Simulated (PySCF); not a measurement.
# FCI/STO-6G run of S2O (Disulfur monoxide)

Aim: the energy change on altering one bond length of S2O (Disulfur monoxide) at FCI/STO-6G, from 2 runs. The job is set up through a Python script.

Program for the calculation: PySCF 2.14.0.

8 further runs of the same task are left out: 8 set aside as unsound or not needed.

## 1. The molecule

The species is S2O (3 atoms), meant as a singlet with charge 0. SMILES: `O=S=S`. Geometry: relaxed at PBE0-D4/def2-TZVP.

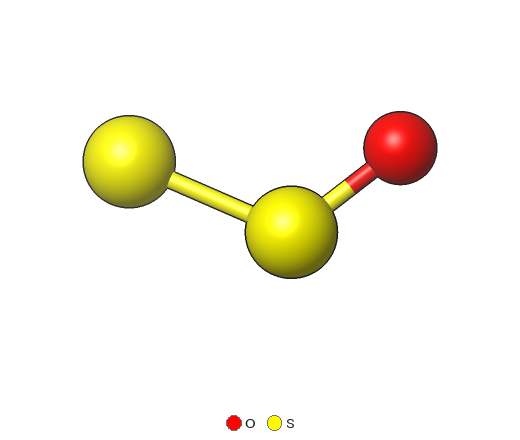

Viewed from a chosen angle; oxygen red, sulfur yellow.

## 2. The energy at FCI/STO-6G

input.py reads:

```python
# Disulfur monoxide
from pyscf import gto, mcscf
from pyscf import fci

mol = gto.Mole()
mol.atom = '''
O        0.451630       1.204020       0.493170
S        0.529120      -0.205510       0.148940
S       -0.980740      -0.998510      -0.642110
'''
mol.charge = 0
mol.verbose = 4
mol.max_memory = 1860
mol.basis = 'sto-6g'
mol.build()

mf = mol.RHF()
mf.conv_tol = 1e-10
mf.kernel()
if not mf.converged:
    mf = mf.newton().run(mf.mo_coeff, mf.mo_occ)

cas = mcscf.CASCI(mf, mf.mo_coeff.shape[-1] - 11, (mol.nelec[0] - 11, mol.nelec[1] - 11))  # full CI above the frozen core
cas.fcisolver = fci.direct_spin0.FCI(mol)  # even spin states alone
cas.kernel()
print('<S^2> = %.4f' % cas.fcisolver.spin_square(cas.ci, cas.ncas, cas.nelecas)[0])
energy = cas.e_tot
print('Final energy', energy)
```

On the command line:

```console
$ OMP_NUM_THREADS=1 python input.py
```

Standard output:

```text
PySCF version 2.14.0

[INPUT] num. atoms = 3
[INPUT] num. electrons = 40
[INPUT] charge = 0
[INPUT] spin (= nelec alpha-beta = 2S) = 0
[INPUT] symmetry False subgroup None
[INPUT] Mole.unit = angstrom
[INPUT] Symbol           X                Y                Z      unit          X                Y                Z       unit  Magmom
[INPUT]  1 O      0.451630000000   1.204020000000   0.493170000000 AA    0.853457009637   2.275268048499   0.931956232852 Bohr   0.0
[INPUT]  2 S      0.529120000000  -0.205510000000   0.148940000000 AA    0.999891887030  -0.388357615859   0.281455808993 Bohr   0.0
[INPUT]  3 S     -0.980740000000  -0.998510000000  -0.642110000000 AA   -1.853329999406  -1.886910432639  -1.213412041844 Bohr   0.0

nuclear repulsion = 142.34172430843
number of shells = 13
number of NR pGTOs = 138
number of NR cGTOs = 23
basis = sto-6g
ecp = {}

******** <class 'pyscf.scf.hf.RHF'> ********
method = RHF
initial guess = minao
damping factor = 0
level_shift factor = 0
DIIS = <class 'pyscf.scf.diis.CDIIS'>
diis_start_cycle = 1
diis_space = 8
diis_damp = 0
SCF conv_tol = 1e-10
SCF conv_tol_grad = None
SCF max_cycles = 50
direct_scf = True
direct_scf_tol = 1e-13
Set gradient conv threshold to 1e-05
Initial guess from minao.
init E= -867.11552703837
  HOMO = -0.247173432209891  LUMO = -0.0977289094919496  gap/eV = 4.06659
cycle= 1 E= -866.55431589316  delta_E= 0.561  |g|= 0.573  |ddm|= 3.05
  HOMO = -0.179176690161452  LUMO = 0.120245036715504  gap/eV = 8.14768
cycle= 2 E= -866.644127613014  delta_E= -0.0898  |g|= 0.413  |ddm|= 1.46
  HOMO = -0.219473482312924  LUMO = 0.108421850304472  gap/eV = 8.92249
cycle= 3 E= -866.692395813142  delta_E= -0.0483  |g|= 0.115  |ddm|= 0.679
  HOMO = -0.224552260241568  LUMO = 0.121020578250263  gap/eV = 9.40352
cycle= 4 E= -866.698705954101  delta_E= -0.00631  |g|= 0.0329  |ddm|= 0.259
  HOMO = -0.225234309749548  LUMO = 0.123950997180432  gap/eV = 9.50182
cycle= 5 E= -866.699462495479  delta_E= -0.000757  |g|= 0.0116  |ddm|= 0.0973
  HOMO = -0.225261224851991  LUMO = 0.122822544822901  gap/eV = 9.47184
cycle= 6 E= -866.699664898038  delta_E= -0.000202  |g|= 0.00675  |ddm|= 0.0645
  HOMO = -0.225407317515091  LUMO = 0.123541183114545  gap/eV = 9.49537
cycle= 7 E= -866.699729088913  delta_E= -6.42e-05  |g|= 0.002  |ddm|= 0.0471
  HOMO = -0.225207670132344  LUMO = 0.123616383207813  gap/eV = 9.49199
cycle= 8 E= -866.699733721666  delta_E= -4.63e-06  |g|= 0.000591  |ddm|= 0.0113
  HOMO = -0.225131311784501  LUMO = 0.123673746027858  gap/eV = 9.49147
cycle= 9 E= -866.699734137439  delta_E= -4.16e-07  |g|= 6.36e-05  |ddm|= 0.00385
  HOMO = -0.225130109681659  LUMO = 0.123660158682127  gap/eV = 9.49107
cycle= 10 E= -866.699734140428  delta_E= -2.99e-09  |g|= 1.28e-05  |ddm|= 0.000231
  HOMO = -0.225128648192226  LUMO = 0.12365990124798  gap/eV = 9.49102
cycle= 11 E= -866.699734140549  delta_E= -1.2e-10  |g|= 2.12e-06  |ddm|= 5.61e-05
  HOMO = -0.225128717978085  LUMO = 0.12366011945783  gap/eV = 9.49103
cycle= 12 E= -866.699734140553  delta_E= -4.55e-12  |g|= 6.61e-07  |ddm|= 9.59e-06
  HOMO = -0.225128693062334  LUMO = 0.123660071504551  gap/eV = 9.49103
Extra cycle  E= -866.699734140553  delta_E=    0  |g|= 3.56e-07  |ddm|= 1.93e-06
converged SCF energy = -866.699734140553

******** <class 'pyscf.mcscf.casci.CASCI'> ********
CAS (9e+9e, 12o), ncore = 11, nvir = 0
natorb = False
canonicalization = True
sorting_mo_energy = False
******** <class 'pyscf.fci.direct_spin0.FCISolver'> ********
max. cycles = 100
conv_tol = 1e-10
davidson only = False
linear dependence = 1e-14
level shift = 0.001
max iter space = 12
nroots = 1
pspace_size = 400
spin = None
Density matrix diagonal elements [1.99447658 1.99391048 1.99401653 1.98420901 1.95034612 1.97524373
 1.95051076 1.97906934 1.73736445 0.31504651 0.0765511  0.04925538]
CASCI converged
CASCI E = -866.884609916505  E(CI) = -64.9134317859639  S^2 = 0.0000000
<S^2> = 0.0000
Final energy -866.8846099165048
```

It took 2 s on 1 thread of Arm Neoverse V1, shared host; peak memory 0.13 GiB.

## 3. The distorted shape at the same level

run.py reads:

```python
from pyscf import gto, mcscf
from pyscf import fci

mol = gto.M(
    atom='''
O      0.824172     2.807944     1.062045
S      0.999892    -0.388358     0.281456
S     -1.853330    -1.886910    -1.213412
''',
    unit='bohr',
    verbose=4,
    max_memory=1860,
    basis='sto-6g',
)

calc0 = mol.RHF()
calc0.conv_tol = 1e-10
calc0.kernel()
if not calc0.converged:
    calc0 = calc0.newton().run(calc0.mo_coeff, calc0.mo_occ)

cas = mcscf.CASCI(calc0, calc0.mo_coeff.shape[-1] - 11, (mol.nelec[0] - 11, mol.nelec[1] - 11))  # full CI above the frozen core
cas.fcisolver = fci.direct_spin0.FCI(mol)  # even spin states alone
cas.kernel()
print('<S^2> = %.4f' % cas.fcisolver.spin_square(cas.ci, cas.ncas, cas.nelecas)[0])
etot = cas.e_tot
print(f'total energy: {etot:.8f} hartree')
```

On the command line:

```console
$ OMP_NUM_THREADS=1 python run.py
```

Standard output:

```text
PySCF version 2.14.0

[INPUT] num. atoms = 3
[INPUT] num. electrons = 40
[INPUT] charge = 0
[INPUT] spin (= nelec alpha-beta = 2S) = 0
[INPUT] symmetry False subgroup None
[INPUT] Mole.unit = bohr
[INPUT] Symbol           X                Y                Z      unit          X                Y                Z       unit  Magmom
[INPUT]  1 O      0.436133040278   1.485899974340   0.562010010972 AA    0.824172000000   2.807944000000   1.062045000000 Bohr   0.0
[INPUT]  2 S      0.529120059781  -0.205510203278   0.148940101077 AA    0.999892000000  -0.388358000000   0.281456000000 Bohr   0.0
[INPUT]  3 S     -0.980740000314  -0.998509771057  -0.642109977857 AA   -1.853330000000  -1.886910000000  -1.213412000000 Bohr   0.0

nuclear repulsion = 132.734442735099
number of shells = 13
number of NR pGTOs = 138
number of NR cGTOs = 23
basis = sto-6g
ecp = {}

******** <class 'pyscf.scf.hf.RHF'> ********
method = RHF
initial guess = minao
damping factor = 0
level_shift factor = 0
DIIS = <class 'pyscf.scf.diis.CDIIS'>
diis_start_cycle = 1
diis_space = 8
diis_damp = 0
SCF conv_tol = 1e-10
SCF conv_tol_grad = None
SCF max_cycles = 50
direct_scf = True
direct_scf_tol = 1e-13
Set gradient conv threshold to 1e-05
Initial guess from minao.
init E= -866.491351115606
  HOMO = -0.261637140218759  LUMO = -0.134025379948914  gap/eV = 3.47249
cycle= 1 E= -866.423014913061  delta_E= 0.0683  |g|= 0.71  |ddm|= 2.92
  HOMO = 0.0238161132082573  LUMO = 0.151723997219484  gap/eV = 3.48055
cycle= 2 E= -865.935867513984  delta_E= 0.487  |g|= 1.41  |ddm|= 3.03
  HOMO = -0.178309198918162  LUMO = 0.0526979832163031  gap/eV = 6.28603
cycle= 3 E= -866.67805141368  delta_E= -0.742  |g|= 0.153  |ddm|= 2.14
  HOMO = -0.206291309627248  LUMO = 0.0772597656242032  gap/eV = 7.71582
cycle= 4 E= -866.688802672424  delta_E= -0.0108  |g|= 0.0638  |ddm|= 0.364
  HOMO = -0.226260111878456  LUMO = 0.0858137169728738  gap/eV = 8.49196
cycle= 5 E= -866.692782076754  delta_E= -0.00398  |g|= 0.0326  |ddm|= 0.204
  HOMO = -0.228472865615372  LUMO = 0.0828941459673058  gap/eV = 8.47273
cycle= 6 E= -866.694528181459  delta_E= -0.00175  |g|= 0.0302  |ddm|= 0.153
  HOMO = -0.236392586895378  LUMO = 0.0853338675433292  gap/eV = 8.75462
cycle= 7 E= -866.69636595635  delta_E= -0.00184  |g|= 0.00681  |ddm|= 0.26
  HOMO = -0.236882784934342  LUMO = 0.0843639840204689  gap/eV = 8.74157
cycle= 8 E= -866.696483390366  delta_E= -0.000117  |g|= 0.00489  |ddm|= 0.0549
  HOMO = -0.236660114751667  LUMO = 0.0839675957315449  gap/eV = 8.72472
cycle= 9 E= -866.696520360349  delta_E= -3.7e-05  |g|= 0.00127  |ddm|= 0.044
  HOMO = -0.236884325990198  LUMO = 0.0842832885049182  gap/eV = 8.73942
cycle= 10 E= -866.696521679486  delta_E= -1.32e-06  |g|= 0.000445  |ddm|= 0.00461
  HOMO = -0.236916508912412  LUMO = 0.0843079323376648  gap/eV = 8.74096
cycle= 11 E= -866.696521912705  delta_E= -2.33e-07  |g|= 0.00016  |ddm|= 0.00263
  HOMO = -0.236909919024752  LUMO = 0.084303445028384  gap/eV = 8.74066
cycle= 12 E= -866.696521963467  delta_E= -5.08e-08  |g|= 5.44e-05  |ddm|= 0.00123
  HOMO = -0.236918652826242  LUMO = 0.0843061756205077  gap/eV = 8.74097
cycle= 13 E= -866.696521968491  delta_E= -5.02e-09  |g|= 1.41e-05  |ddm|= 0.000523
  HOMO = -0.236915032711038  LUMO = 0.0843040523153817  gap/eV = 8.74082
cycle= 14 E= -866.696521968713  delta_E= -2.23e-10  |g|= 5.39e-06  |ddm|= 0.000131
  HOMO = -0.236916014917091  LUMO = 0.0843046835852889  gap/eV = 8.74086
cycle= 15 E= -866.696521968743  delta_E= -2.98e-11  |g|= 4.03e-07  |ddm|= 3.36e-05
  HOMO = -0.23691600802649  LUMO = 0.0843046787298605  gap/eV = 8.74086
Extra cycle  E= -866.696521968744  delta_E= -1.14e-12  |g|= 2e-07  |ddm|= 1.16e-06
converged SCF energy = -866.696521968744

******** <class 'pyscf.mcscf.casci.CASCI'> ********
CAS (9e+9e, 12o), ncore = 11, nvir = 0
natorb = False
canonicalization = True
sorting_mo_energy = False
******** <class 'pyscf.fci.direct_spin0.FCISolver'> ********
max. cycles = 100
conv_tol = 1e-10
davidson only = False
linear dependence = 1e-14
level shift = 0.001
max iter space = 12
nroots = 1
pspace_size = 400
spin = None
Density matrix diagonal elements [1.99441753 1.99416121 1.99376103 1.97664664 1.93996374 1.90455878
 1.97387237 1.87623033 1.54508319 0.55146556 0.11424794 0.13559169]
CASCI converged
CASCI E = -866.921652838941  E(CI) = -62.2482612794743  S^2 = 0.0000000
<S^2> = 0.0000
total energy: -866.92165284 hartree
```

Wall time 2.2 s (1 thread of Arm Neoverse V1, shared host); peak memory 0.13 GiB.

## 4. Results

At FCI/STO-6G, 11 core orbitals frozen:

| quantity | value |
| --- | --- |
| first shape: total energy | -866.88461 Eh |
| first shape: dipole moment (Hartree–Fock density) | 1.41 D |
| first shape: HOMO energy (Hartree–Fock orbitals) | -6.13 eV |
| first shape: LUMO energy (Hartree–Fock orbitals) | 3.36 eV |
| first shape: HOMO–LUMO gap (Hartree–Fock orbitals) | 9.49 eV |
| first shape: correlation energy (11 core orbitals frozen) | -184.9 mEh |
| distorted shape: total energy | -866.92165 Eh |
| distorted shape: dipole moment (Hartree–Fock density) | 2.04 D |
| distorted shape: HOMO energy (Hartree–Fock orbitals) | -6.45 eV |
| distorted shape: LUMO energy (Hartree–Fock orbitals) | 2.29 eV |
| distorted shape: HOMO–LUMO gap (Hartree–Fock orbitals) | 8.74 eV |
| distorted shape: correlation energy (11 core orbitals frozen) | -225.1 mEh |
| energy change with the O1–S2 bond stretched from 1.453 to 1.744 Å | -1.008 eV |

**Reading.** With the O1–S2 bond stretched from 1.453 to 1.744 Å the energy falls by 1.01 eV (97 kJ/mol). The first shape isn't relaxed at this level, so the change isn't measured from a minimum. The minimal basis adds a large error of its own. Mulliken charges (distorted shape) of the mean-field density run from -0.31 on O1 to +0.30 on S2; they depend strongly on the basis.
